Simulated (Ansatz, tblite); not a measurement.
# The cluster B6P6: which isomer is lowest

Which shape does the cluster B6P6 prefer? Candidates from a tight-binding search are relaxed and compared.

Computed with Ansatz 0.2.0, Gaussian basis. Level: relaxed with PBE-D4/def2-SVP, singlet.

2 further runs of the same task are left out: 2 set aside as unsound or not needed. Runs told in other sessions of the task aren't counted.

**1. The system as given**

12 atoms, charge 0, spin multiplicity 1.

Atoms are counted from 1 here; the program's logs count them from 0.

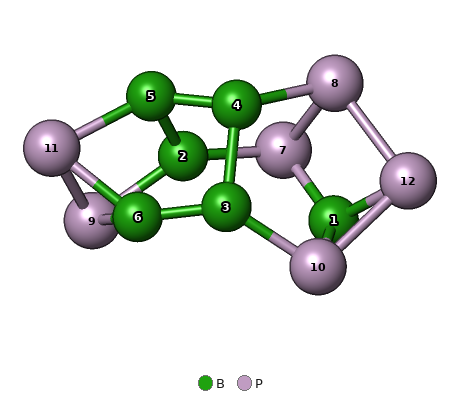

The starting geometry (boron green, phosphorus pink); atoms are numbered from 1 in the order of the file.

Geometry (Å):

```mol
B6P6
  3D, bonds by distance, orders not assigned

 12 18  0  0  0  0  0  0  0  0999 V2000
   -0.5611   -0.9430   -1.8435 B   0  0
   -1.0944    0.5187    0.5384 B   0  0
    0.9043   -0.7737    0.3479 B   0  0
    0.8835    0.9974   -0.0708 B   0  0
    0.2525    1.3924    1.2671 B   0  0
    0.4007   -0.7207    1.8222 B   0  0
   -1.6337    0.5478   -1.3624 P   0  0
    0.4010    1.2935   -1.9620 P   0  0
   -1.6068   -0.3759    2.1689 P   0  0
    0.9547   -1.9777   -1.1182 P   0  0
    0.0966    0.6734    3.1059 P   0  0
    1.0027   -0.6323   -2.8937 P   0  0
  1  7  8  0
  1 10  8  0
  1 12  8  0
  2  5  8  0
  2  7  8  0
  2  9  8  0
  3  4  8  0
  3  6  8  0
  3 10  8  0
  4  5  8  0
  4  8  8  0
  5 11  8  0
  6  9  8  0
  6 11  8  0
  7  8  8  0
  8 12  8  0
  9 11  8  0
 10 12  8  0
M  END
```

A search from random starts with GFN1-xTB found 22 distinct shapes; 2 go on here. The structure above is candidate A, which lies 0.00 eV above the lowest at that level; B lies 1.27 eV above the lowest at that level.

**2. Relaxing candidate A**

Input file in.yaml:

```yaml
crystal:
  periodic: [false, false, false]
  atoms:
    - {symbol: B, position_ang: [-0.561050, -0.943040, -1.843490]}
    - {symbol: B, position_ang: [-1.094440, 0.518740, 0.538410]}
    - {symbol: B, position_ang: [0.904300, -0.773690, 0.347950]}
    - {symbol: B, position_ang: [0.883460, 0.997430, -0.070780]}
    - {symbol: B, position_ang: [0.252470, 1.392390, 1.267130]}
    - {symbol: B, position_ang: [0.400700, -0.720680, 1.822210]}
    - {symbol: P, position_ang: [-1.633650, 0.547790, -1.362390]}
    - {symbol: P, position_ang: [0.400960, 1.293550, -1.962030]}
    - {symbol: P, position_ang: [-1.606780, -0.375900, 2.168940]}
    - {symbol: P, position_ang: [0.954720, -1.977660, -1.118230]}
    - {symbol: P, position_ang: [0.096630, 0.673370, 3.105950]}
    - {symbol: P, position_ang: [1.002670, -0.632280, -2.893670]}
basis:
  gaussian: {orbitals: def2-SVP}
hamiltonian: {xc: pbe, dispersion: d4}
scf: {lower_state_search: "off"}
output: {orbitals: {seedname: orbitals}}
relax: {f_tol: 0.03, max_steps: 70}
```

Launch:

```bash
$ ansatz run in.yaml --threads 4 --pin off --events-out ev --progress --plain --max-ram 6963MiB
```

Log, cut to the lines that bear on the results:

```text
Functional definition: PBE
  name "PBE"
  cite "Perdew, Burke & Ernzerhof, Phys. Rev. Lett. 77, 3865 (1996) doi:10.1103/PhysRevLett.77.3865"
  parent pbe
[...]
2166 factors; their error is unknown
[...]
mean field -59736.63861305 eV, -2195.2809780818 hartree, gradient 1.2e-6 eV, S^2 0.000000; 0 other end points of the search recorded, 0 dependent functions left out
[...]
reference -59736.63865132 eV, -2195.2809794880 hartree; 60, 60 occupied and 132, 132 virtual orbitals, 2166 factors
relax step   1: F+E_penalty+E_count = -59737.74419679 eV  Δ(F+E_penalty+E_count) = +0.000e0 eV  max|allowed force component| = 1.940e0 eV/Å  Δτ_max = 0.0000 Å  (28 SCF iters, accepted)
[...]
relax step   3: F+E_penalty+E_count = -59738.60301410 eV  Δ(F+E_penalty+E_count) = -3.670e-1 eV  max|allowed force component| = 1.041e0 eV/Å  Δτ_max = 0.1918 Å  (27 SCF iters, accepted)
[...]
relax step   5: F+E_penalty+E_count = -59739.00675107 eV  Δ(F+E_penalty+E_count) = -1.575e-1 eV  max|allowed force component| = 6.014e-1 eV/Å  Δτ_max = 0.1756 Å  (27 SCF iters, accepted)
[...]
relax step   7: F+E_penalty+E_count = -59739.07306685 eV  Δ(F+E_penalty+E_count) = -1.019e-2 eV  max|allowed force component| = 1.010e-1 eV/Å  Δτ_max = 0.0290 Å  (23 SCF iters, accepted)
[...]
relax step   9: F+E_penalty+E_count = -59739.07751134 eV  Δ(F+E_penalty+E_count) = -2.921e-4 eV  max|allowed force component| = 6.666e-2 eV/Å  Δτ_max = 0.0144 Å  (24 SCF iters, accepted)
[...]
relax step  10: F+E_penalty+E_count = -59739.07809595 eV  Δ(F+E_penalty+E_count) = -5.846e-4 eV  max|allowed force component| = 1.347e-2 eV/Å  Δτ_max = 0.0064 Å  (25 SCF iters, accepted)
Total energy: -59739.07813414 eV, -2195.3706288281 hartree
Atom 0 at    -0.371346    -0.933223    -1.834650 Å, force     0.010397    -0.010772    -0.000125 eV/Å
Atom 1 at    -0.943994     0.453607     0.499240 Å, force    -0.002798    -0.000480    -0.006107 eV/Å
Atom 2 at     0.879022    -0.611926     0.398000 Å, force    -0.001664    -0.000504    -0.000880 eV/Å
Atom 3 at     0.619488     1.050664    -0.205068 Å, force    -0.000191     0.008094    -0.010776 eV/Å
Atom 4 at     0.662648     0.933221     1.343231 Å, force    -0.001174    -0.007560     0.003786 eV/Å
Atom 5 at     0.040042    -0.731918     1.805847 Å, force     0.012992     0.005813     0.013473 eV/Å
Atom 6 at    -1.732902     0.307634    -1.331151 Å, force    -0.001994     0.005114     0.007865 eV/Å
Atom 7 at     0.201054     1.371511    -2.053900 Å, force     0.003545     0.002020    -0.004231 eV/Å
Atom 8 at    -1.763495     0.018151     2.179465 Å, force    -0.006203     0.001676    -0.001393 eV/Å
Atom 9 at     1.099448    -1.868626    -1.015876 Å, force    -0.006245     0.000241    -0.001476 eV/Å
Atom 10 at     0.232529     0.579309     3.185019 Å, force    -0.003638    -0.006489     0.001454 eV/Å
Atom 11 at     1.077496    -0.568385    -2.970157 Å, force    -0.003026     0.002847    -0.001591 eV/Å
Dipole moment:    -0.019155     0.057338     0.190215 e Å
Checks for a lower state left out: stability, starts, cluster_reference, orbital_swaps, neighbouring_geometries, increment
```

Wall time 34 s (4 threads of Arm Neoverse V1, shared host).

Step by step:

| step | energy from step 1 (eV) | largest force component (eV/Å) |
| --- | --- | --- |
| 1 | 0.0000 | 1.9398 |
| 2 | -0.4918 | 0.7053 |
| 3 | -0.8588 | 1.0412 |
| 4 | -1.1051 | 0.8344 |
| 5 | -1.2626 | 0.6014 |
| 6 | -1.3187 | 0.3329 |
| 7 | -1.3289 | 0.1010 |
| 8 | -1.3330 | 0.0696 |
| 9 | -1.3333 | 0.0667 |
| 10 | -1.3339 | 0.0135 |

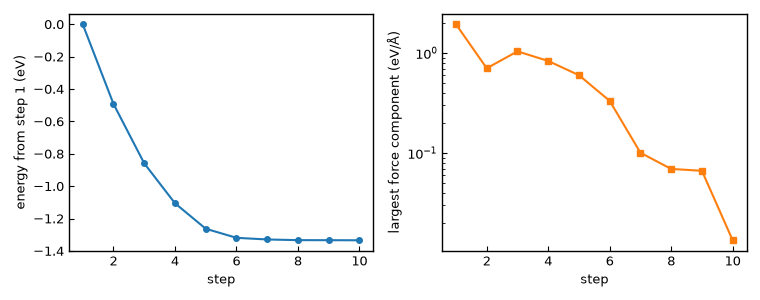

Energy and force, step by step.

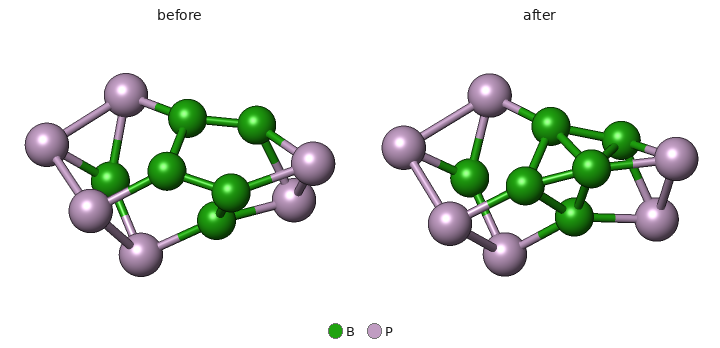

The geometry before (left) and after (right).

Distances of close pairs at the start and the end, largest changes first:

| bond | before (Å) | after (Å) | change (Å) |
| --- | --- | --- | --- |
| B3–B5 | 2.442 | 1.824 | -0.617 |
| B5–B6 | 2.190 | 1.837 | -0.353 |
| B2–B4 | 2.124 | 1.816 | -0.308 |
| P10–P12 | 2.228 | 2.347 | +0.119 |
| B2–B5 | 1.763 | 1.877 | +0.114 |
| P9–P11 | 2.209 | 2.304 | +0.095 |
| P8–P12 | 2.222 | 2.318 | +0.095 |
| B3–B6 | 1.559 | 1.643 | +0.084 |

**3. Relaxing candidate B**

Input file in.yaml:

```yaml
crystal:
  periodic: [false, false, false]
  atoms:
    - {symbol: B, position_ang: [-1.750500, 0.984290, 0.080370]}
    - {symbol: B, position_ang: [0.148560, 0.720350, -1.649360]}
    - {symbol: B, position_ang: [-0.339870, -1.057150, 1.296200]}
    - {symbol: B, position_ang: [-0.460780, 1.674000, -0.542020]}
    - {symbol: B, position_ang: [1.132210, -0.752480, 1.763110]}
    - {symbol: B, position_ang: [0.519330, -1.192050, -1.350250]}
    - {symbol: P, position_ang: [-0.837380, -2.057670, -0.394790]}
    - {symbol: P, position_ang: [0.526220, 1.438710, 1.295900]}
    - {symbol: P, position_ang: [2.268530, 0.197400, 0.701890]}
    - {symbol: P, position_ang: [-1.709390, -0.323150, -1.419610]}
    - {symbol: P, position_ang: [1.911900, -0.088790, -1.702900]}
    - {symbol: P, position_ang: [-1.408820, 0.456540, 1.921470]}
basis:
  gaussian: {orbitals: def2-SVP}
hamiltonian: {xc: pbe, dispersion: d4}
scf: {lower_state_search: "off"}
output: {orbitals: {seedname: orbitals}}
relax: {f_tol: 0.03, max_steps: 70}
```

Launched as before.

Log:

```text
Functional definition: PBE
  name "PBE"
  cite "Perdew, Burke & Ernzerhof, Phys. Rev. Lett. 77, 3865 (1996) doi:10.1103/PhysRevLett.77.3865"
  parent pbe
  parameter kappa = 0.804
  parameter beta = 0.06672455060314922
  exchange = pbe_x(kappa = kappa, mu = beta*pi^2/3)
  correlation = pbe_c(beta = beta)
these checks for a lower state are left out or cut short: stability, starts, cluster_reference, orbital_swaps, neighbouring_geometries, increment
2166 factors; their error is unknown
mean field evaluation 1: about -59714.0251 eV, gradient 7.9e1 eV
mean field evaluation 2: about -59495.0625 eV, gradient 2.3e2 eV
mean field evaluation 4: about -59714.5710 eV, gradient 7.6e1 eV
mean field evaluation 8: about -59734.7772 eV, gradient 2.9e0 eV
mean field evaluation 16: about -59734.7514 eV, gradient 4.3e-2 eV
mean field -59734.75139880 eV, -2195.2116242373 hartree, gradient 2.5e-6 eV, S^2 0.000000; 0 other end points of the search recorded, 0 dependent functions left out
the calculation of the forces begins
reference -59734.75143599 eV, -2195.2116256039 hartree; 60, 60 occupied and 132, 132 virtual orbitals, 2166 factors
relax step   1: F+E_penalty+E_count = -59735.96829771 eV  Δ(F+E_penalty+E_count) = +0.000e0 eV  max|allowed force component| = 1.766e0 eV/Å  Δτ_max = 0.0000 Å  (27 SCF iters, accepted)
these checks for a lower state are left out or cut short: stability, starts, cluster_reference, orbital_swaps, neighbouring_geometries, increment
2166 factors; their error is unknown
mean field evaluation 32: about -59734.9313 eV, gradient 1.6e1 eV
mean field -59735.34903391 eV, -2195.2335869224 hartree, gradient 1.5e-6 eV, S^2 0.000000; 0 other end points of the search recorded, 0 dependent functions left out
the calculation of the forces begins
reference -59735.34907100 eV, -2195.2335882855 hartree; 60, 60 occupied and 132, 132 virtual orbitals, 2166 factors
relax step   2: F+E_penalty+E_count = -59736.55855355 eV  Δ(F+E_penalty+E_count) = -5.903e-1 eV  max|allowed force component| = 1.113e0 eV/Å  Δτ_max = 0.1084 Å  (30 SCF iters, accepted)
these checks for a lower state are left out or cut short: stability, starts, cluster_reference, orbital_swaps, neighbouring_geometries, increment
2166 factors; their error is unknown
mean field -59735.81784611 eV, -2195.2508154530 hartree, gradient 2.5e-6 eV, S^2 0.000000; 0 other end points of the search recorded, 0 dependent functions left out
the calculation of the forces begins
reference -59735.81788361 eV, -2195.2508168309 hartree; 60, 60 occupied and 132, 132 virtual orbitals, 2166 factors
relax step   3: F+E_penalty+E_count = -59737.01195445 eV  Δ(F+E_penalty+E_count) = -4.534e-1 eV  max|allowed force component| = 8.176e-1 eV/Å  Δτ_max = 0.1944 Å  (29 SCF iters, accepted)
these checks for a lower state are left out or cut short: stability, starts, cluster_reference, orbital_swaps, neighbouring_geometries, increment
2166 factors; their error is unknown
mean field -59736.01805930 eV, -2195.2581731520 hartree, gradient 1.9e-6 eV, S^2 0.000000; 0 other end points of the search recorded, 0 dependent functions left out
the calculation of the forces begins
reference -59736.01809706 eV, -2195.2581745397 hartree; 60, 60 occupied and 132, 132 virtual orbitals, 2166 factors
relax step   4: F+E_penalty+E_count = -59737.20513937 eV  Δ(F+E_penalty+E_count) = -1.932e-1 eV  max|allowed force component| = 6.056e-1 eV/Å  Δτ_max = 0.1965 Å  (30 SCF iters, accepted)
these checks for a lower state are left out or cut short: stability, starts, cluster_reference, orbital_swaps, neighbouring_geometries, increment
2166 factors; their error is unknown
mean field -59736.12001902 eV, -2195.2619201026 hartree, gradient 1.9e-6 eV, S^2 0.000000; 0 other end points of the search recorded, 0 dependent functions left out
the calculation of the forces begins
reference -59736.12005656 eV, -2195.2619214823 hartree; 60, 60 occupied and 132, 132 virtual orbitals, 2166 factors
relax step   5: F+E_penalty+E_count = -59737.29531354 eV  Δ(F+E_penalty+E_count) = -9.017e-2 eV  max|allowed force component| = 3.750e-1 eV/Å  Δτ_max = 0.1950 Å  (29 SCF iters, accepted)
these checks for a lower state are left out or cut short: stability, starts, cluster_reference, orbital_swaps, neighbouring_geometries, increment
2166 factors; their error is unknown
mean field evaluation 64: about -59735.7954 eV, gradient 1.1e1 eV
mean field -59736.15836668 eV, -2195.2633293530 hartree, gradient 2.3e-6 eV, S^2 0.000000; 0 other end points of the search recorded, 0 dependent functions left out
the calculation of the forces begins
reference -59736.15840450 eV, -2195.2633307428 hartree; 60, 60 occupied and 132, 132 virtual orbitals, 2166 factors
relax step   6: F+E_penalty+E_count = -59737.31566849 eV  Δ(F+E_penalty+E_count) = -2.035e-2 eV  max|allowed force component| = 6.124e-1 eV/Å  Δτ_max = 0.2000 Å  (29 SCF iters, accepted)
these checks for a lower state are left out or cut short: stability, starts, cluster_reference, orbital_swaps, neighbouring_geometries, increment
2166 factors; their error is unknown
mean field -59736.22360851 eV, -2195.2657269461 hartree, gradient 2.6e-6 eV, S^2 0.000000; 0 other end points of the search recorded, 0 dependent functions left out
the calculation of the forces begins
reference -59736.22364659 eV, -2195.2657283454 hartree; 60, 60 occupied and 132, 132 virtual orbitals, 2166 factors
relax step   7: F+E_penalty+E_count = -59737.36802826 eV  Δ(F+E_penalty+E_count) = -5.236e-2 eV  max|allowed force component| = 3.366e-1 eV/Å  Δτ_max = 0.0770 Å  (23 SCF iters, accepted)
these checks for a lower state are left out or cut short: stability, starts, cluster_reference, orbital_swaps, neighbouring_geometries, increment
2166 factors; their error is unknown
mean field -59736.19285412 eV, -2195.2645967430 hartree, gradient 2.8e-6 eV, S^2 0.000000; 0 other end points of the search recorded, 0 dependent functions left out
the calculation of the forces begins
reference -59736.19289236 eV, -2195.2645981485 hartree; 60, 60 occupied and 132, 132 virtual orbitals, 2166 factors
relax step   8: F+E_penalty+E_count = -59737.33716719 eV  Δ(F+E_penalty+E_count) = +3.086e-2 eV  max|allowed force component| = 3.783e-1 eV/Å  Δτ_max = 0.0808 Å  (22 SCF iters, rejected (line search))
these checks for a lower state are left out or cut short: stability, starts, cluster_reference, orbital_swaps, neighbouring_geometries, increment
2166 factors; their error is unknown
mean field -59736.24626511 eV, -2195.2665595607 hartree, gradient 1.4e-6 eV, S^2 0.000000; 0 other end points of the search recorded, 0 dependent functions left out
the calculation of the forces begins
reference -59736.24630332 eV, -2195.2665609652 hartree; 60, 60 occupied and 132, 132 virtual orbitals, 2166 factors
relax step   9: F+E_penalty+E_count = -59737.38931386 eV  Δ(F+E_penalty+E_count) = -2.129e-2 eV  max|allowed force component| = 1.206e-1 eV/Å  Δτ_max = 0.0389 Å  (23 SCF iters, accepted)
these checks for a lower state are left out or cut short: stability, starts, cluster_reference, orbital_swaps, neighbouring_geometries, increment
2166 factors; their error is unknown
mean field evaluation 96: about -59736.2664 eV, gradient 4.6e-4 eV
mean field -59736.26644355 eV, -2195.2673011050 hartree, gradient 3.1e-6 eV, S^2 0.000000; 0 other end points of the search recorded, 0 dependent functions left out
the calculation of the forces begins
reference -59736.26648191 eV, -2195.2673025144 hartree; 60, 60 occupied and 132, 132 virtual orbitals, 2166 factors
relax step  10: F+E_penalty+E_count = -59737.40014088 eV  Δ(F+E_penalty+E_count) = -1.083e-2 eV  max|allowed force component| = 8.404e-2 eV/Å  Δτ_max = 0.0981 Å  (21 SCF iters, accepted)
these checks for a lower state are left out or cut short: stability, starts, cluster_reference, orbital_swaps, neighbouring_geometries, increment
2166 factors; their error is unknown
mean field -59736.28252552 eV, -2195.2678921061 hartree, gradient 2.8e-6 eV, S^2 0.000000; 0 other end points of the search recorded, 0 dependent functions left out
the calculation of the forces begins
reference -59736.28256400 eV, -2195.2678935203 hartree; 60, 60 occupied and 132, 132 virtual orbitals, 2166 factors
relax step  11: F+E_penalty+E_count = -59737.40576981 eV  Δ(F+E_penalty+E_count) = -5.629e-3 eV  max|allowed force component| = 6.029e-2 eV/Å  Δτ_max = 0.0882 Å  (23 SCF iters, accepted)
these checks for a lower state are left out or cut short: stability, starts, cluster_reference, orbital_swaps, neighbouring_geometries, increment
2166 factors; their error is unknown
mean field -59736.28458434 eV, -2195.2679677666 hartree, gradient 2.1e-6 eV, S^2 0.000000; 0 other end points of the search recorded, 0 dependent functions left out
the calculation of the forces begins
reference -59736.28462281 eV, -2195.2679691804 hartree; 60, 60 occupied and 132, 132 virtual orbitals, 2166 factors
relax step  12: F+E_penalty+E_count = -59737.40655036 eV  Δ(F+E_penalty+E_count) = -7.805e-4 eV  max|allowed force component| = 3.648e-2 eV/Å  Δτ_max = 0.0254 Å  (24 SCF iters, accepted)
these checks for a lower state are left out or cut short: stability, starts, cluster_reference, orbital_swaps, neighbouring_geometries, increment
2166 factors; their error is unknown
mean field -59736.28507360 eV, -2195.2679857467 hartree, gradient 1.7e-6 eV, S^2 0.000000; 0 other end points of the search recorded, 0 dependent functions left out
the calculation of the forces begins
reference -59736.28511207 eV, -2195.2679871602 hartree; 60, 60 occupied and 132, 132 virtual orbitals, 2166 factors
relax step  13: F+E_penalty+E_count = -59737.40688342 eV  Δ(F+E_penalty+E_count) = -3.331e-4 eV  max|allowed force component| = 2.584e-2 eV/Å  Δτ_max = 0.0056 Å  (25 SCF iters, accepted)
Total energy: -59737.40692189 eV, -2195.3092129106 hartree
Atom 0 at    -1.633534     0.922484     0.255560 Å, force    -0.000478     0.011289     0.001045 eV/Å
Atom 1 at     0.221652     0.710936    -1.879590 Å, force     0.025837     0.005462    -0.000892 eV/Å
Atom 2 at    -0.391350    -0.935495     1.247660 Å, force     0.000883     0.006632     0.008687 eV/Å
Atom 3 at    -0.438648     1.547203    -0.650954 Å, force    -0.019127    -0.004750     0.004077 eV/Å
Atom 4 at     1.172754    -0.708441     1.654950 Å, force     0.007618    -0.009434    -0.000682 eV/Å
Atom 5 at     0.388430    -1.083314    -1.500477 Å, force    -0.022079    -0.000317     0.006843 eV/Å
Atom 6 at    -0.747762    -2.037104    -0.344382 Å, force     0.010357    -0.016279    -0.013201 eV/Å
Atom 7 at     0.424533     1.205377     1.143312 Å, force    -0.002113     0.003306    -0.008755 eV/Å
Atom 8 at     2.522117     0.400484     1.800713 Å, force     0.008163    -0.000806     0.001730 eV/Å
Atom 9 at    -1.661555    -0.206108    -1.355314 Å, force    -0.006286    -0.002016     0.008367 eV/Å
Atom 10 at     1.669389    -0.262909    -2.475829 Å, force     0.007937     0.001459    -0.005243 eV/Å
Atom 11 at    -1.526016     0.446887     2.104361 Å, force    -0.010713     0.005454    -0.001976 eV/Å
Dipole moment:    -0.236537    -0.050839     0.022590 e Å
Checks for a lower state left out: stability, starts, cluster_reference, orbital_swaps, neighbouring_geometries, increment
```

Wall time 44 s (4 threads of Arm Neoverse V1, shared host).

The steps of the relaxation: (the energy doesn't fall at every step)

```csv
step,energy from step 1 (eV),largest force component (eV/Å)
1,0.0000,1.7657
2,-0.5903,1.1127
3,-1.0437,0.8176
4,-1.2368,0.6056
5,-1.3270,0.3750
6,-1.3474,0.6124
7,-1.3997,0.3366
8,-1.3689,0.3783
9,-1.4210,0.1206
10,-1.4318,0.0840
11,-1.4375,0.0603
12,-1.4383,0.0365
13,-1.4386,0.0258
```

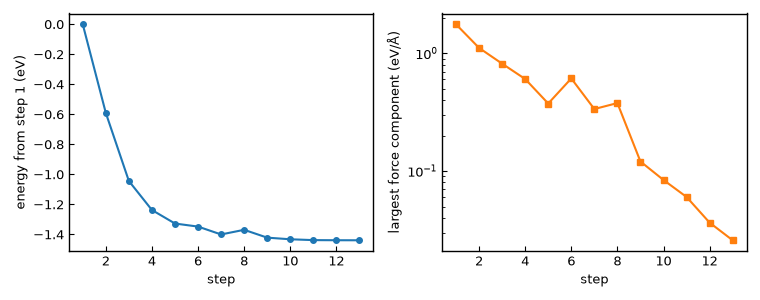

Energy and largest force along the relaxation.

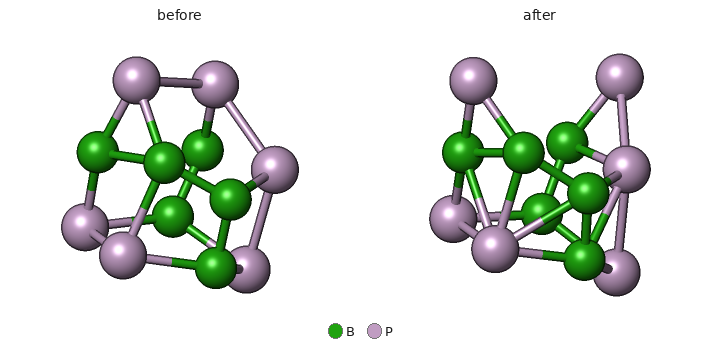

The geometry before (left) and after (right).

Distances of close pairs at the start and the end, largest changes first:

```csv
bond,before (Å),after (Å),change (Å)
B1–P8,2.621,2.259,-0.361
B4–P10,2.514,2.251,-0.263
B5–P8,2.321,2.118,-0.203
B6–P10,2.393,2.235,-0.159
B2–B6,1.971,1.841,-0.129
P8–P9,2.220,2.341,+0.121
B2–P11,1.941,1.844,-0.097
P7–P10,2.195,2.282,+0.087
```

Contacts that opened: P9–P11 2.45 to 4.41 Å.

**4. The relaxed candidates**

| candidate | point group | bonds (count, mean Å) | energy above the lowest (kcal/mol) |
| --- | --- | --- | --- |
| A | C1 | B–P 10, 1.93; B–B 7, 1.76; P–P 4, 2.32 | 0.0 |
| B | C1 | B–P 14, 2.01; B–B 4, 1.68; P–P 3, 2.31 | 38.5 |

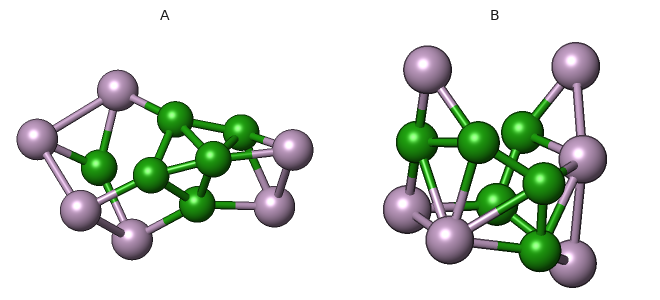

The candidates after relaxation.

**5. Candidate B, GFN1-xTB**

Tight binding, by tblite at 300 K electronic temperature and without a spin-polarisation term:

```python
tblite.interface.Calculator('GFN1-xTB', numbers, positions, charge=0, uhf=0).singlepoint()
```

Energy -653.2560 eV, HOMO -9.35 eV, LUMO -8.04 eV; 0.022 s.

**6. Candidate B, GFN2-xTB**

Tight binding, by tblite at 300 K electronic temperature and without a spin-polarisation term:

```python
tblite.interface.Calculator('GFN2-xTB', numbers, positions, charge=0, uhf=0).singlepoint()
```

Energy -605.7429 eV, HOMO -9.33 eV, LUMO -8.11 eV; 0.021 s.

[end of part 1 of 2]
